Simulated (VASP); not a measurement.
```yaml
crystal:
  lattice:
    - [1.92593, -5.31487, 0.00000]
    - [1.92593, 5.31487, 0.00000]
    - [0.00000, 0.00000, 4.34154]
  atoms:
    - { symbol: Eu, position: [0.86108, 0.13892, 0.75000] }
    - { symbol: Eu, position: [0.13892, 0.86108, 0.25000] }
    - { symbol: Pd, position: [0.58130, 0.41870, 0.75000] }
    - { symbol: Pd, position: [0.41870, 0.58130, 0.25000] }
```

These are PBEsol GGA, VASP's PBE PAW potentials (set 64) (plane waves; VASP 6.6.1) values and carry that method's errors. Run with 400 eV cut-off, 7×7×6 Γ-centred mesh, tetrahedra with Blöchl corrections, potentials Eu_2 Pd.

The 4f electrons are frozen in the core of the lanthanide potential, so 4f levels, which can set the real gap, and their magnetism are missing.

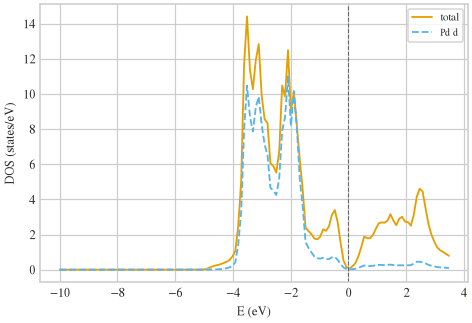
Total and projected density of states, zero at the Fermi level

Within 2 eV below the Fermi level the largest weight inside VASP's projection spheres is Pd d.

It has no gap at this level: it comes out as a metal or semimetal.

The structure comes from a computed database's EuPd entry (Cmcm); how it stands against other phases isn't given here. It was relaxed first, which changed the volume by -11 %.
